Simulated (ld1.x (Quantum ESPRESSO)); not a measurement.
# An ultrasoft potential for boron, from input to tests

Aim: build the potential from the settings below, then test how well it stands in for the atom: other configurations, scattering, ghost states and the plane-wave cutoff that it needs.

The numbers are computed with ld1.x (Quantum ESPRESSO) 7.5 (PBE, scalar-relativistic, spin-unpolarised reference atom).

## 1. The atom and the settings

Typed settings, in words:

```
element                 : boron (B, Z = 5)
type                    : ultrasoft
frozen core             : [He]
valence charge          : 3
reference configuration : 2s1.5 2p1.5
partial waves           : 2s (bound): rcut 0.95, rcutus 1.35 bohr; 2s channel at 1.35 Ry: rcut 0.95, rcutus 1.35 bohr; 2p (bound): rcut 1.75, rcutus 2.25 bohr; 2p channel at 0.35 Ry: rcut 1.75, rcutus 2.25 bohr; 3d channel at 0.15 Ry: rcut 1.55, rcutus 1.90 bohr
local potential         : all-electron potential smoothed inside 1.45 bohr (lloc = -1)
core correction         : Bessel-smoothed model core inside 1.20 bohr
augmentation charge     : built from norm-conserving waves at rcut, not smoothed further
```

An earlier all-electron run gives the scale for the radii.

All-electron outer shells of the reference configuration (PBE, scalar-relativistic, ld1.x):

| shell | level (eV) | outermost node (bohr) | outermost maximum (bohr) |
| --- | --- | --- | --- |
| 1s | -181.19 | – | 0.21 |
| 2s | -9.69 | 0.46 | 1.52 |
| 2p | -3.84 | – | 1.57 |

## 2. Generating the potential

B.in

```
 &input
   title='B', zed=5., rel=1, dft='PBE', iswitch=3,
   config='[He] 2s1.5 2p1.5 3d-2',
   nld=3, rlderiv=2.45, eminld=-3.0, emaxld=5.0, deld=0.02
 /
 &inputp
   pseudotype=3, tm=.true., lloc=-1, rcloc=1.45,
   nlcc=.true., new_core_ps=.true., rcore=1.20,
   file_pseudopw='B.UPF', file_wfcaegen='ae.wfc', file_wfcncgen='nc.wfc', file_beta='beta', file_chi='chi', file_wfcusgen='us.wfc'
 /
5
2S  1  0   1.50   0.00  0.95  1.35  0.0
2S  1  0   0.00   1.35  0.95  1.35  0.0
2P  2  1   1.50   0.00  1.75  2.25  0.0
2P  2  1   0.00   0.35  1.75  2.25  0.0
3D  3  2  -2.00   0.15  1.55  1.90  0.0
 &test
   configts(1)='2s1.5 2p1.5'
 /
```

Started as:

```bash
ld1.x < B.in > B.out
```

The output, B.out (without the banner and most projector matrices):

```text
     Program LD1 v.7.5

     !!!!!!!!!!!!!!!!!!! WARNING !!!!!!!!!!!!!!!!!!!!!!!
     Message from routine ld1_readin:
     US requires at least two energies per channel 3D
     !!!!!!!!!!!!!!!!!!!!!!!!!!!!!!!!!!!!!!!!!!!!!!!!!!!
     --------------------------- All-electron run ----------------------------

     B
     scalar relativistic calculation

     atomic number is  5.00
     dft =PBE   lsd =0 sic =0 latt =0  beta=0.20 tr2=1.0E-14
     Exchange-correlation= PBE
                           (   1   4   3   4   0   0   0)
     mesh =1059 r(mesh) = 101.04461 a.u. xmin = -7.00 dx = 0.01250
     1 Ry =  13.60569312 eV, c = 137.03599908

     n l     nl                  e(Ry)          e(Ha)          e(eV)
     1 0     1S 1( 2.00)       -13.3169        -6.6584      -181.1851
     2 0     2S 1( 1.50)        -0.7125        -0.3563        -9.6943
     2 1     2P 1( 1.50)        -0.2824        -0.1412        -3.8428

     final scf error:  2.9E-15 reached in  28 iterations

     Etot =     -48.991911 Ry,     -24.495955 Ha,    -666.568907 eV

     Ekin =      48.824168 Ry,      24.412084 Ha,     664.286650 eV
     Encl =    -113.237744 Ry,     -56.618872 Ha,   -1540.677999 eV
     Eh   =      22.969060 Ry,      11.484530 Ha,     312.509987 eV
     Exc  =      -7.547395 Ry,      -3.773698 Ha,    -102.687545 eV

     normalization and overlap integrals

     s(1S/1S) =  1.000000  <r> =   0.3292  <r2> =    0.1473  r(max) =   0.2103
     s(2S/2S) =  1.000000  <r> =   1.9443  <r2> =    4.5598  r(max) =   1.5152
     s(2P/2P) =  1.000000  <r> =   2.2730  <r2> =    6.7005  r(max) =   1.5731

     ------------------------ End of All-electron run ------------------------

     --------------------- Generating US pseudopotential ---------------------

      Generating local potential from pseudized AE potential:
      Matching radius rcloc =   1.4500

      Local pseudo, rcloc= 1.441 Estimated cut-off energy=    11.39 Ry

      Computing core charge for nlcc:

       r > 1.21 : true rho core
      Core charge pseudized with two Bessel functions
      Integrated core pseudo-charge :   0.16

      Wfc   2S  rcut= 0.942  Using Troullier-Martins method
      Wfc-us  2S rcutus= 1.337  Estimated cut-off energy=    24.14 Ry

      Wfc   2S  rcut= 0.942  Using Troullier-Martins method
      Wfc-us  2S rcutus= 1.337  Estimated cut-off energy=    27.81 Ry

      Wfc   2P  rcut= 1.760  Using Troullier-Martins method
      Wfc-us  2P rcutus= 2.260  Estimated cut-off energy=    15.13 Ry

      Wfc   2P  rcut= 1.760  Using Troullier-Martins method
      Wfc-us  2P rcutus= 2.260  Estimated cut-off energy=    18.84 Ry

      Wfc   3D  rcut= 1.554  Using Troullier-Martins method
      Wfc-us  3D rcutus= 1.898  Estimated cut-off energy=    28.40 Ry

     ------------------- End of pseudopotential generation -------------------

     [... the all-electron block is printed once more ...]


     Computing logarithmic derivative in   2.45182
     Computing logarithmic derivative in   2.45182
     Computing the partial wave expansion
     R is outside the sphere for l=    0 j= 0.00
     R is outside the sphere for l=    0 j= 0.00
     R is outside the sphere for l=    1 j= 0.00
     R is outside the sphere for l=    1 j= 0.00
     R is outside the sphere for l=    2 j= 0.00

     ---------------------- Testing the pseudopotential ----------------------

     B
     scalar relativistic calculation

     atomic number is  5.00   valence charge is  3.00
     dft =PBE   lsd =0 sic =0 latt =0  beta=0.20 tr2=1.0E-14
     mesh =1059 r(mesh) = 101.04461 xmin = -7.00 dx = 0.01250

     n l     nl             e AE (Ry)        e PS (Ry)    De AE-PS (Ry)
     1 0     2S   1( 1.50)       -0.71252       -0.71252        0.00000
     2 1     2P   1( 1.50)       -0.28244       -0.28244        0.00000

     eps = 1.5E-15  iter =  3

     Etot =     -48.991911 Ry,     -24.495955 Ha,    -666.568907 eV
     Etotps =    -5.091063 Ry,      -2.545532 Ha,     -69.267446 eV

     Ekin =       2.354250 Ry,       1.177125 Ha,      32.031206 eV
     Encl =     -10.558154 Ry,      -5.279077 Ha,    -143.651003 eV
     Ehrt =       3.925524 Ry,       1.962762 Ha,      53.409479 eV
     Ecxc =      -1.740973 Ry,      -0.870486 Ha,     -23.687143 eV
     (Ecc =      -0.112184 Ry,      -0.056092 Ha,      -1.526339 eV)
     Epseu=       0.928289 Ry,       0.464145 Ha,      12.630016 eV

     ---------------------- End of pseudopotential test ----------------------
```

Wall time 0.76 s (1 thread, shared host). (Generation and the later configuration tests together.)

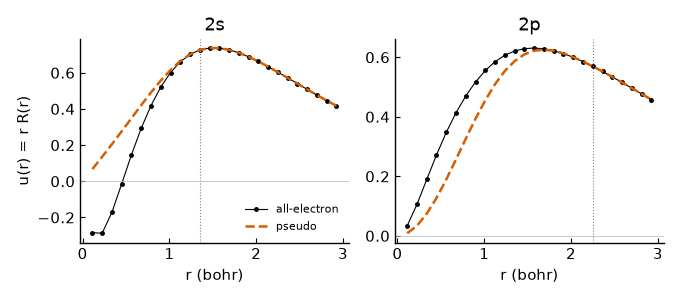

All-electron and pseudo partial waves (2s, 2p), with the matching radii dotted. The curves join 26 sampled radii.

## 3. Testing the new file in other configurations

B.test.in

```
 &input
   title='B', zed=5., rel=1, dft='PBE', iswitch=2,
   config='[He] 2s1.5 2p1.5 3d-2'
 /
 &test
   file_pseudo='B.UPF', nconf=8,
   configts(1)='2s1.5 2p1.5',
   configts(2)='2s2 2p1',
   configts(3)='2s2 2p0',
   configts(4)='2s1 2p0',
   configts(5)='2s2 2p0.5',
   configts(6)='2s1 2p2',
   configts(7)='2s1 2p1',
   configts(8)='2s0 2p3'
 /
```

Started as:

```bash
ld1.x < B.test.in > B.test.out
```

B.test.out, the pseudopotential blocks:

```text
     ---------------------- Testing the pseudopotential ----------------------

     B
     scalar relativistic calculation

     atomic number is  5.00   valence charge is  3.00
     dft =PBE   lsd =0 sic =0 latt =0  beta=0.20 tr2=1.0E-14
     mesh =1059 r(mesh) = 101.04461 xmin = -7.00 dx = 0.01250

     n l     nl             e AE (Ry)        e PS (Ry)    De AE-PS (Ry)
     1 0     2S   1( 1.50)       -0.71252       -0.71252        0.00000
     2 1     2P   1( 1.50)       -0.28244       -0.28244        0.00000

     eps = 1.5E-15  iter =  3

     Etot =     -48.991911 Ry,     -24.495955 Ha,    -666.568907 eV
     Etotps =    -5.091063 Ry,      -2.545532 Ha,     -69.267446 eV

     Ekin =       2.354250 Ry,       1.177125 Ha,      32.031206 eV
     Encl =     -10.558154 Ry,      -5.279077 Ha,    -143.651003 eV
     Ehrt =       3.925524 Ry,       1.962762 Ha,      53.409479 eV
     Ecxc =      -1.740973 Ry,      -0.870486 Ha,     -23.687143 eV
     (Ecc =      -0.112184 Ry,      -0.056092 Ha,      -1.526339 eV)
     Epseu=       0.928289 Ry,       0.464145 Ha,      12.630016 eV

     ---------------------- End of pseudopotential test ----------------------

     ---------------------- Testing the pseudopotential ----------------------

     B
     [...]
     n l     nl             e AE (Ry)        e PS (Ry)    De AE-PS (Ry)
     1 0     2S   1( 2.00)       -0.69405       -0.69430        0.00024
     2 1     2P   1( 1.00)       -0.26511       -0.26453       -0.00058

     eps = 1.6E-15  iter =  7

     Etot =     -49.206684 Ry,     -24.603342 Ha,    -669.491038 eV
     Etotps =    -5.306043 Ry,      -2.653021 Ha,     -72.192389 eV
     dEtot_ae =      -0.214773 Ry
     dEtot_ps =      -0.214979 Ry,   Delta E=       0.000207 Ry

     [...]
     ---------------------- End of pseudopotential test ----------------------

     ---------------------- Testing the pseudopotential ----------------------

     B
     [...]
     n l     nl             e AE (Ry)        e PS (Ry)    De AE-PS (Ry)
     1 0     2S   1( 2.00)       -1.43403       -1.43196       -0.00207
     2 1     2P   1( 0.00)       -0.98227       -0.97518       -0.00709  !

     eps = 9.6E-15  iter =  7

     Etot =     -48.602552 Ry,     -24.301276 Ha,    -661.271411 eV
     Etotps =    -4.704662 Ry,      -2.352331 Ha,     -64.010185 eV
     dEtot_ae =       0.389359 Ry
     dEtot_ps =       0.386402 Ry,   Delta E=       0.002957 Ry

     [...]
     ---------------------- End of pseudopotential test ----------------------

     ---------------------- Testing the pseudopotential ----------------------

     B
     [...]
     n l     nl             e AE (Ry)        e PS (Ry)    De AE-PS (Ry)
     1 0     2S   1( 1.00)       -2.31339       -2.30591       -0.00748  !
     2 1     2P   1( 0.00)       -1.87356       -1.85397       -0.01958  !

     eps = 4.4E-15  iter =  9

     Etot =     -46.734041 Ry,     -23.367020 Ha,    -635.849013 eV
     Etotps =    -2.840066 Ry,      -1.420033 Ha,     -38.641064 eV
     dEtot_ae =       2.257870 Ry
     dEtot_ps =       2.250998 Ry,   Delta E=       0.006873 Ry

     [...]
     ---------------------- End of pseudopotential test ----------------------

     ---------------------- Testing the pseudopotential ----------------------

     B
     [...]
     n l     nl             e AE (Ry)        e PS (Ry)    De AE-PS (Ry)
     1 0     2S   1( 2.00)       -1.03851       -1.03832       -0.00019
     2 1     2P   1( 0.50)       -0.59442       -0.59217       -0.00225

     eps = 5.2E-16  iter =  7

     Etot =     -48.994466 Ry,     -24.497233 Ha,    -666.603665 eV
     Etotps =    -5.094448 Ry,      -2.547224 Ha,     -69.313496 eV
     dEtot_ae =      -0.002555 Ry
     dEtot_ps =      -0.003385 Ry,   Delta E=       0.000830 Ry

     [...]
     ---------------------- End of pseudopotential test ----------------------

     ---------------------- Testing the pseudopotential ----------------------

     B
     [...]
     n l     nl             e AE (Ry)        e PS (Ry)    De AE-PS (Ry)
     1 0     2S   1( 1.00)       -0.72916       -0.72861       -0.00055
     2 1     2P   1( 2.00)       -0.29827       -0.29857        0.00030

     eps = 6.1E-15  iter =  8

     Etot =     -48.776654 Ry,     -24.388327 Ha,    -663.640180 eV
     Etotps =    -4.876021 Ry,      -2.438010 Ha,     -66.341643 eV
     dEtot_ae =       0.215257 Ry
     dEtot_ps =       0.215043 Ry,   Delta E=       0.000215 Ry

     [...]
     ---------------------- End of pseudopotential test ----------------------

     ---------------------- Testing the pseudopotential ----------------------

     B
     [...]
     n l     nl             e AE (Ry)        e PS (Ry)    De AE-PS (Ry)
     1 0     2S   1( 1.00)       -1.43999       -1.44005        0.00006
     2 1     2P   1( 1.00)       -0.98910       -0.98833       -0.00077

     eps = 6.3E-15  iter =  7

     Etot =     -48.151191 Ry,     -24.075596 Ha,    -655.130332 eV
     Etotps =    -4.250402 Ry,      -2.125201 Ha,     -57.829669 eV
     dEtot_ae =       0.840720 Ry
     dEtot_ps =       0.840661 Ry,   Delta E=       0.000059 Ry

     [...]
     ---------------------- End of pseudopotential test ----------------------

     ---------------------- Testing the pseudopotential ----------------------

     B
     [...]
     n l     nl             e AE (Ry)        e PS (Ry)    De AE-PS (Ry)
     1 0     2S   1( 0.00)       -0.75829       -0.75603       -0.00225
     2 1     2P   1( 3.00)       -0.32646       -0.32673        0.00027

     eps = 2.2E-15  iter =  9

     Etot =     -48.345216 Ry,     -24.172608 Ha,    -657.770177 eV
     Etotps =    -4.446286 Ry,      -2.223143 Ha,     -60.494804 eV
     dEtot_ae =       0.646695 Ry
     dEtot_ps =       0.644777 Ry,   Delta E=       0.001917 Ry

     [...]
     ---------------------- End of pseudopotential test ----------------------
```

Excitation and ionisation energies from 2s1.5 2p1.5, with the error of the potential.

| valence configuration | charge | ΔE all-electron (eV) | error AE − PS (meV) |
| --- | --- | --- | --- |
| 2s2 2p1 | 0 | -2.922 | +2.8 |
| 2s2 2p0 | +1 | 5.297 | +40 |
| 2s1 2p0 | +2 | 30.720 | +94 |
| 2s2 2p0.5 | +0.5 | -0.035 | +11 |
| 2s1 2p2 | 0 | 2.929 | +2.9 |
| 2s1 2p1 | +1 | 11.439 | +0.8 |
| 2s0 2p3 | 0 | 8.799 | +26 |

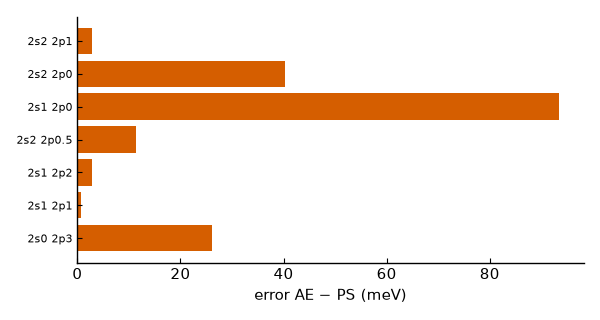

Error of the potential in each test configuration.

## 4. Logarithmic derivatives

Taken from the files of the generation run. The phase is arctan(r·u′/u) with u = r·R, unwrapped, with energies in Ry. A pole is an energy at which the radial function vanishes at the test radius. The pseudo phase is shifted by a multiple of π to meet the all-electron one at the reference energy. Levels narrower than the energy grid can be missing from the poles. The last column is the largest difference on the grid between −1 and +1 Ry.

```tsv
channel	radius (bohr)	reference (Ry)	poles AE	poles PS	window around the reference with phases within 0.05 rad (Ry)	largest difference near zero (rad)
s	2.45	-0.71	0.09	0.08	the whole range	0.000
p	2.45	-0.28	0.48	0.48	below 2.5	0.000
d	2.45	0.15	3.58	3.84	below 4.5	0.002
```

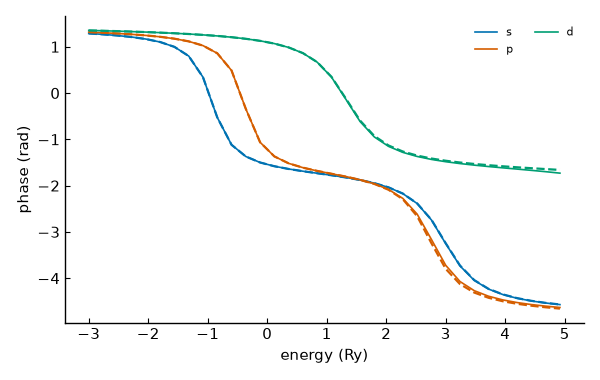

Phases by channel: all-electron solid, pseudo dashed.

## 5. Plane-wave convergence, by spherical Bessel functions

This step uses the generator's waves and projectors in a separate script. Basis: spherical Bessel functions vanishing at 20 bohr, q² up to the cutoff; potential fixed at the reference.

All-electron valence levels (Ry): 2s -0.7125, 2p -0.2824. The lowest levels of each channel (Ry) by cutoff; the last column sums, over occupied levels, occupation times the distance from the level at 400 Ry. A positive value at high cutoff is not a bound level.

```csv
cutoff (Ry),s #1,p #1,d #1,f #1,Σ f·Δε (mRy)
8,-0.7023,-0.2604,0.0648,0.1124,48.5
10,-0.7053,-0.2753,0.0648,0.1124,21.5
12,-0.7082,-0.2808,0.0648,0.1124,9.0
15,-0.7103,-0.2823,0.0648,0.1124,3.5
18,-0.7119,-0.2824,0.0648,0.1124,1.0
21,-0.7123,-0.2824,0.0648,0.1124,0.4
25,-0.7124,-0.2824,0.0648,0.1124,0.2
30,-0.7124,-0.2824,0.0648,0.1124,0.1
400,-0.7125,-0.2824,0.0648,0.1124,0.0
```

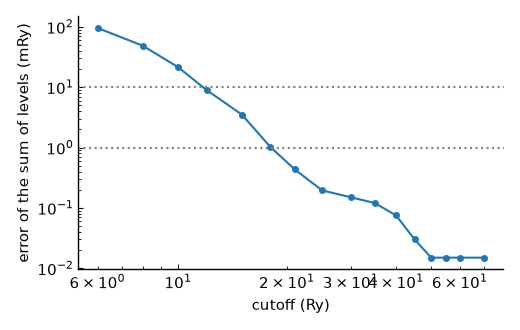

Occupation-weighted error of the valence levels against the cutoff; the dotted lines mark 10 and 1 mRy.

The sum stays within 10 mRy from 12 Ry and within 1 mRy from 21 Ry. The sum leaves out empty levels, which can need more. Ghost test: no level below the all-electron spectrum of its channel (s, p, d, f tested).

## 6. Summary of results

```
                                                quantity                 value
               cutoffs for 10 and 1 mRy, occupied levels       12 Ry and 21 Ry
                                            bound ghosts            none found
                            largest test error (AE − PS)  +94 meV, for 2s1 2p0
largest phase difference near zero energy, channels read             0.002 rad
         lowest eigenvalue of the overlap (Bessel basis)             0.125 (d)
```

**Reading.** By total energies transferability is fair: the largest error is 94 meV on 30.7 eV, for 2s1 2p0. It counts as soft on the atom at that tolerance, with 12 Ry needed at the looser tolerance. No bound ghost shows below the valence levels. Near zero energy the phases of the channels with partial waves agree within 0.002 rad. These are tests on the free atom; a crystal test is still owed.
